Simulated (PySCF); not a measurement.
# CH3ClGeO (SMILES C[O][Ge][Cl]): levels of theory compared

Wanted: a comparison of 5 runs (HF/def2-SVP, B3LYP/6-31G*, MP2/aug-cc-pVDZ, CCSD/aug-cc-pVDZ) of CH3ClGeO. Input form: a Python script.

The results are computed with PySCF 2.14.0.

### 1 The system as given

CH3ClGeO has 7 atoms, charge 0, and is taken as a singlet. SMILES: `C[O][Ge][Cl]`. The coordinates come from a PBE0-D4/def2-TZVP relaxation. This is one conformer, not always the lowest.

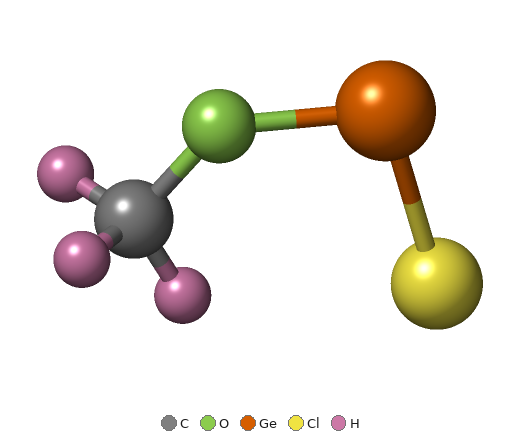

The structure, seen from a chosen angle (carbon grey, oxygen green, germanium orange, chlorine yellow, hydrogen pink).

### 2 Energy and forces at HF/def2-SVP (run 1)

Input file input.py:

```python
import pyscf.grad
from pyscf import gto

molecule = gto.Mole()
molecule.atom = '''
C      0.468700     0.718500     0.017500
O      0.565100    -0.523300     0.678800
Ge    -0.402500    -1.994100     0.600000
Cl    -1.938300    -1.427200    -0.891800
H      0.355300     1.510300     0.762500
H     -0.378700     0.750900    -0.671800
H      1.391600     0.896800    -0.540700
'''
molecule.basis = 'def2-svp'
molecule.spin = 0
molecule.max_memory = 1860
molecule.verbose = 4
molecule.build()

mf = molecule.RHF()
mf.conv_tol = 1e-10
mf.kernel()
if not mf.converged:
    mf = mf.newton().run(mf.mo_coeff, mf.mo_occ)

e_final = mf.e_tot
print('E(%s) = %.9f' % ('HF', e_final))
grad = mf.Gradients().kernel()
mf.analyze()
```

Command:

```
$ OMP_NUM_THREADS=1 python input.py
```

Log:

```text
PySCF version 2.14.0

[... 65 lines left out ...]
converged SCF energy = -2648.90285754141
[... 25 lines left out ...]
MO #3   energy= -52.1716387473465  occ= 2
[... 8 lines left out ...]
MO #12  energy= -8.00365044116316  occ= 2
[... 8 lines left out ...]
MO #21  energy= -1.67278603681865  occ= 2
[... 8 lines left out ...]
MO #30  energy= -0.468403141965768 occ= 2
[... 8 lines left out ...]
MO #39  energy= 0.278943558944959  occ= 0
[... 8 lines left out ...]
MO #48  energy= 0.637686887113958  occ= 0
[... 8 lines left out ...]
MO #57  energy= 1.01173018886667   occ= 0
[... 8 lines left out ...]
MO #66  energy= 1.35970277650821   occ= 0
[... 8 lines left out ...]
MO #75  energy= 2.1008846470633    occ= 0
[... 8 lines left out ...]
MO #84  energy= 2.8315697741749    occ= 0
[... 8 lines left out ...]
MO #93  energy= 3.72975413387919   occ= 0
[... 64 lines left out ...]
pop of  3 Cl 3s           1.88355
pop of  3 Cl 4s           0.00127
pop of  3 Cl 2px          1.99999
pop of  3 Cl 2py          2.00000
pop of  3 Cl 2pz          1.99999
pop of  3 Cl 3px          1.77648
pop of  3 Cl 3py          1.92651
pop of  3 Cl 3pz          1.78025
pop of  3 Cl 4px          0.00039
pop of  3 Cl 4py          0.00078
pop of  3 Cl 4pz          0.00045
pop of  3 Cl 3dxy         0.00127
pop of  3 Cl 3dyz         0.00098
pop of  3 Cl 3dz^2        0.00158
pop of  3 Cl 3dxz         0.00402
pop of  3 Cl 3dx2-y2      0.00147
pop of  4 H 1s            0.90410
pop of  4 H 2s            0.00930
pop of  4 H 2px           0.00006
pop of  4 H 2py           0.00107
pop of  4 H 2pz           0.00105
pop of  5 H 1s            0.90488
pop of  5 H 2s            0.01035
pop of  5 H 2px           0.00135
pop of  5 H 2py           0.00016
pop of  5 H 2pz           0.00093
pop of  6 H 1s            0.90416
pop of  6 H 2s            0.00929
pop of  6 H 2px           0.00149
pop of  6 H 2py           0.00016
pop of  6 H 2pz           0.00052
 ** Mulliken atomic charges  **
charge of    0C =      0.00792
charge of    1O =     -0.64583
charge of    2Ge =      0.76573
charge of    3Cl =     -0.37896
charge of    4H =      0.08443
charge of    5H =      0.08233
charge of    6H =      0.08438
Dipole moment(X, Y, Z, Debye):  0.86690,  0.27262,  0.56376
```

Wall time 13 s (1 thread of Intel Xeon at 2.70GHz, shared host); peak memory 0.19 GiB.

### 3 Energy and gradient at B3LYP/6-31G(d) (spherical functions) (run 2)

Input file calc.py:

```python
import pyscf.grad
from pyscf import gto, dft

mol = gto.M(
    atom='''
C        0.468700       0.718500       0.017500
O        0.565100      -0.523300       0.678800
Ge      -0.402500      -1.994100       0.600000
Cl      -1.938300      -1.427200      -0.891800
H        0.355300       1.510300       0.762500
H       -0.378700       0.750900      -0.671800
H        1.391600       0.896800      -0.540700
''',
    max_memory=1860,
    basis='6-31g*',
    verbose=3,
    charge=0,
)

ks = dft.RKS(mol, xc='b3lyp')
ks.grids.level = 5
ks.conv_tol = 1e-10
ks.kernel()
if not ks.converged:
    ks = ks.newton().run(ks.mo_coeff, ks.mo_occ)

etot = ks.e_tot
print(f'total energy: {etot:.8f} hartree')
grad = ks.Gradients().kernel()
dip = ks.dip_moment()
pop, q = ks.mulliken_pop()
```

Command:

```
$ OMP_NUM_THREADS=1 python calc.py
```

Log:

```text
converged SCF energy = -2652.15170310536
total energy: -2652.15170311 hartree
--------------- RKS gradients ---------------
         x                y                z
0 C     0.0008817918    -0.0057611543     0.0035318215
1 O    -0.0075786397    -0.0026304436    -0.0048058955
2 Ge    -0.0005385039     0.0125405200    -0.0063310151
3 Cl     0.0081358533    -0.0016772829     0.0072771159
4 H     0.0000693382    -0.0015276903    -0.0014780411
5 H     0.0008281315    -0.0005671270     0.0009107162
6 H    -0.0018014087    -0.0003769206     0.0009032406
----------------------------------------------
Dipole moment(X, Y, Z, Debye):  1.17567,  0.54751,  0.68040
 ** Mulliken pop  **
pop of  0 C 1s            1.99629
pop of  0 C 2s            0.68073
pop of  0 C 3s            0.56022
pop of  0 C 2px           0.76081
pop of  0 C 2py           0.59746
pop of  0 C 2pz           0.71826
pop of  0 C 3px           0.34258
pop of  0 C 3py           0.18119
pop of  0 C 3pz           0.30096
pop of  0 C 3dxy          0.00775
pop of  0 C 3dyz          0.01888
pop of  0 C 3dz^2         0.00468
pop of  0 C 3dxz          0.01334
pop of  0 C 3dx2-y2       0.01672
pop of  1 O 1s            1.99721
pop of  1 O 2s            0.90541
pop of  1 O 3s            0.92870
pop of  1 O 2px           1.03219
pop of  1 O 2py           0.86912
pop of  1 O 2pz           1.00444
pop of  1 O 3px           0.65995
pop of  1 O 3py           0.41969
pop of  1 O 3pz           0.65855
pop of  1 O 3dxy          0.00508
pop of  1 O 3dyz          0.00499
pop of  1 O 3dz^2         0.00269
pop of  1 O 3dxz          0.00211
pop of  1 O 3dx2-y2       0.00391
pop of  2 Ge 1s           1.99997
pop of  2 Ge 2s           1.99958
pop of  2 Ge 3s           1.99938
pop of  2 Ge 4s           1.63414
pop of  2 Ge 5s           0.27058
pop of  2 Ge 2px          1.99967
pop of  2 Ge 2py          1.99969
pop of  2 Ge 2pz          1.99971
pop of  2 Ge 3px          1.99504
pop of  2 Ge 3py          1.99597
pop of  2 Ge 3pz          1.99498
pop of  2 Ge 4px          0.37024
pop of  2 Ge 4py          0.54138
pop of  2 Ge 4pz          0.38792
pop of  2 Ge 5px          0.03685
pop of  2 Ge 5py          0.05553
pop of  2 Ge 5pz          0.06021
pop of  2 Ge 3dxy         1.37376
pop of  2 Ge 3dyz         1.37086
pop of  2 Ge 3dz^2        1.37057
pop of  2 Ge 3dxz         1.37104
pop of  2 Ge 3dx2-y2      1.37256
pop of  2 Ge 4dxy         0.58801
pop of  2 Ge 4dyz         0.58854
pop of  2 Ge 4dz^2        0.58914
pop of  2 Ge 4dxz         0.58881
pop of  2 Ge 4dx2-y2      0.58817
pop of  2 Ge 5dxy         0.08003
pop of  2 Ge 5dyz         0.06973
pop of  2 Ge 5dz^2        0.06648
pop of  2 Ge 5dxz         0.07895
pop of  2 Ge 5dx2-y2      0.07859
pop of  3 Cl 1s           1.99967
pop of  3 Cl 2s           1.99702
pop of  3 Cl 3s           1.40917
pop of  3 Cl 4s           0.54546
pop of  3 Cl 2px          1.99076
pop of  3 Cl 2py          1.99165
pop of  3 Cl 2pz          1.99079
pop of  3 Cl 3px          1.17641
pop of  3 Cl 3py          1.25823
pop of  3 Cl 3pz          1.17295
pop of  3 Cl 4px          0.53979
pop of  3 Cl 4py          0.64523
pop of  3 Cl 4pz          0.54489
pop of  3 Cl 3dxy         0.00155
pop of  3 Cl 3dyz         0.00133
pop of  3 Cl 3dz^2        0.00151
pop of  3 Cl 3dxz         0.00455
pop of  3 Cl 3dx2-y2      0.00156
pop of  4 H 1s            0.53285
pop of  4 H 2s            0.31025
pop of  5 H 1s            0.52983
pop of  5 H 2s            0.30139
pop of  6 H 1s            0.53281
pop of  6 H 2s            0.31033
 ** Mulliken atomic charges  **
charge of    0C =     -0.19990
charge of    1O =     -0.49404
charge of    2Ge =      0.48394
charge of    3Cl =     -0.27252
charge of    4H =      0.15689
charge of    5H =      0.16878
charge of    6H =      0.15686
```

Wall time 44 s (1 thread of Intel Xeon at 2.70GHz, shared host); peak memory 0.82 GiB.

Runs 3 to 4 aren't shown in full; the table further down has their settings and results.

### 4 The energy at CCSD/aug-cc-pVDZ (run 5)

Input file run.py:

```python
from pyscf import gto, cc

system = gto.Mole()
system.atom = [
    ('C', (0.468700, 0.718500, 0.017500)),
    ('O', (0.565100, -0.523300, 0.678800)),
    ('Ge', (-0.402500, -1.994100, 0.600000)),
    ('Cl', (-1.938300, -1.427200, -0.891800)),
    ('H', (0.355300, 1.510300, 0.762500)),
    ('H', (-0.378700, 0.750900, -0.671800)),
    ('H', (1.391600, 0.896800, -0.540700)),
]
system.verbose = 4
system.charge = 0
system.max_memory = 1860
system.basis = 'aug-cc-pvdz'
system.build()

myscf = system.RHF()
myscf.conv_tol = 1e-10
myscf.kernel()
if not myscf.converged:
    myscf = myscf.newton().run(myscf.mo_coeff, myscf.mo_occ)

mycc = cc.CCSD(myscf, frozen=16)
mycc.kernel()
energy = mycc.e_tot
print('Final energy', energy)
myscf.analyze()
```

Command:

```
$ OMP_NUM_THREADS=1 python run.py
```

Log:

```text
PySCF version 2.14.0

[... 91 lines left out ...]
CCSD converged
[... 16 lines left out ...]
MO #6   energy= -46.3293388988562  occ= 2
[... 12 lines left out ...]
MO #19  energy= -1.70148848373663  occ= 2
[... 12 lines left out ...]
MO #32  energy= -0.449565748372826 occ= 2
[... 12 lines left out ...]
MO #45  energy= 0.150719554907802  occ= 0
[... 12 lines left out ...]
MO #58  energy= 0.327270532945611  occ= 0
[... 12 lines left out ...]
MO #71  energy= 0.535011006790239  occ= 0
[... 12 lines left out ...]
MO #84  energy= 0.763149350358568  occ= 0
[... 12 lines left out ...]
MO #97  energy= 1.10324953310101   occ= 0
[... 12 lines left out ...]
MO #110 energy= 1.58092906830047   occ= 0
[... 12 lines left out ...]
MO #123 energy= 2.25939951340459   occ= 0
[... 12 lines left out ...]
MO #136 energy= 3.99105312513742   occ= 0
[... 107 lines left out ...]
pop of  3 Cl 4dyz         0.00027
pop of  3 Cl 4dz^2        0.00058
pop of  3 Cl 4dxz         0.00057
pop of  3 Cl 4dx2-y2      0.00036
pop of  4 H 1s            0.89744
pop of  4 H 2s            0.00524
pop of  4 H 3s            0.00219
pop of  4 H 2px           0.00028
pop of  4 H 2py           0.00156
pop of  4 H 2pz           0.00133
pop of  4 H 3px           0.00074
pop of  4 H 3py           0.00085
pop of  4 H 3pz           0.00040
pop of  5 H 1s            0.89929
pop of  5 H 2s            0.00505
pop of  5 H 3s            0.00190
pop of  5 H 2px           0.00145
pop of  5 H 2py           0.00062
pop of  5 H 2pz           0.00121
pop of  5 H 3px           0.00047
pop of  5 H 3py           0.00069
pop of  5 H 3pz           0.00046
pop of  6 H 1s            0.89751
pop of  6 H 2s            0.00523
pop of  6 H 3s            0.00219
pop of  6 H 2px           0.00163
pop of  6 H 2py           0.00076
pop of  6 H 2pz           0.00078
pop of  6 H 3px           0.00039
pop of  6 H 3py           0.00086
pop of  6 H 3pz           0.00074
 ** Mulliken atomic charges  **
charge of    0C =     -0.01796
charge of    1O =     -0.66040
charge of    2Ge =      0.81700
charge of    3Cl =     -0.40738
charge of    4H =      0.08997
charge of    5H =      0.08886
charge of    6H =      0.08991
Dipole moment(X, Y, Z, Debye):  0.99880,  0.20778,  0.69939
```

Run time: 2.4 min. Hardware: 1 thread of Intel Xeon at 2.70GHz, shared host; peak memory 1.9 GiB.

### 5 The series

```csv
run,level,integration grid,Cartesian functions,energy (Eh),dipole moment (D) of the reference,HOMO energy (eV),LUMO energy (eV),wall time
1,HF/def2-SVP,–,no,-2648.902858,1.07,-10.30,0.91,13 s
2,B3LYP/6-31G* (spherical functions),5,no,-2652.151703,1.46,-7.72,-2.37,44 s
3,B3LYP/6-31G* (Cartesian functions),5,yes,-2652.162424,1.45,-7.71,-2.36,41 s
4,MP2/aug-cc-pVDZ,–,no,-2649.992060,1.24,-10.45,0.42,93 s
5,CCSD/aug-cc-pVDZ,–,no,-2650.027546,1.24,-10.45,0.42,2.4 min
```

### 6 Results

| quantity | value |
| --- | --- |
| run 5: total energy | -2650.02755 Eh |
| run 5: dipole moment (Hartree–Fock density) | 1.24 D |
| run 5: HOMO energy (Hartree–Fock orbitals) | -10.45 eV |
| run 5: LUMO energy (Hartree–Fock orbitals) | 0.42 eV |
| run 5: HOMO–LUMO gap (Hartree–Fock orbitals) | 10.88 eV |
| run 5: correlation energy (16 core orbitals frozen) | -634.0 mEh |
| run 5: T1 diagnostic | 0.015 |

**Reading.** Over runs 1, 2, 3 the dipole moment (its size) runs from 1.07 D (HF/def2-SVP) to 1.46 D (B3LYP/6-31G*). The two ends differ in method and basis. Over runs 1, 2, 3 the HOMO–LUMO gap runs from 5.35 eV (B3LYP/6-31G*) to 11.21 eV (HF/def2-SVP). All runs together took 5.6 min, the longest 2.4 min.
